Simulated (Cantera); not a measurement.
Feed: 1 mol Si3N4, 16 mol H2O, held at 100000 Pa.

These are equilibrium values from Cantera (NASA tables, ideal gas, pure condensed phases), not measurements of a reactor. Candidate condensed phases: H2O, Si, SiO2, Si2N2O, Si3N4; 35 gas species. The tables hold silica as quartz up to 1696 K and as liquid above; real silica turns to tridymite and cristobalite and melts near 1996 K. Gases not in the tables: Si(OH)4. Equilibrium is a limit: real reactors are often held back by kinetics, nucleation or transport.

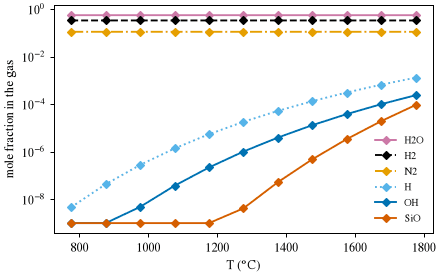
Equilibrium gas composition (values under 1e-9 drawn at 1e-9)

Q: Read off the mole fractions at 1577 °C.

A: H2O about 0.56, H2 about 0.33, N2 about 0.11, H about 0.00031, OH about 3.8e-5, SiO about 3.4e-6.
